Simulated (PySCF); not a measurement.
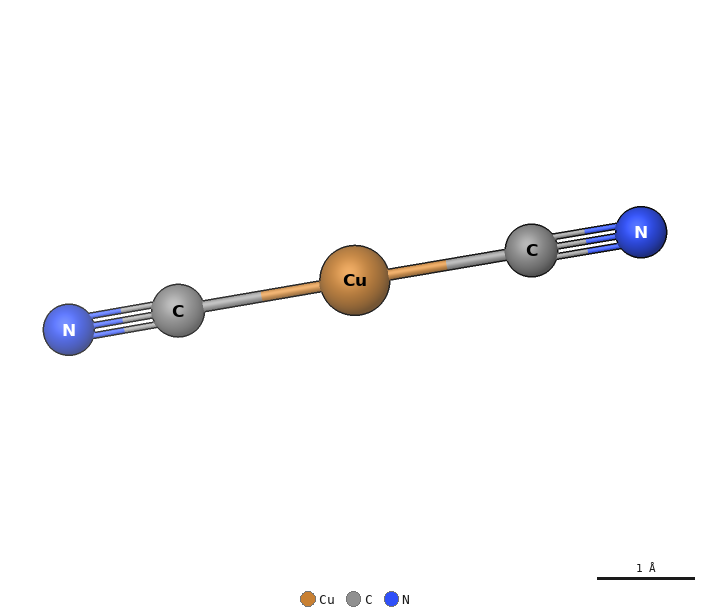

Distant atoms are faded towards the background colour. State: charge −1, singlet. The computed structure is the end point of a PBE0-D3(BJ)/def2-SVP optimisation. No frequency run is at hand to confirm it as a minimum. Masses are those of the most abundant isotopes; constants are for the rigid equilibrium geometry.

Question: Classify the rotor and give the rotational constants (MHz).

Answer: A linear rotor (D∞h) with B = 1459 MHz.
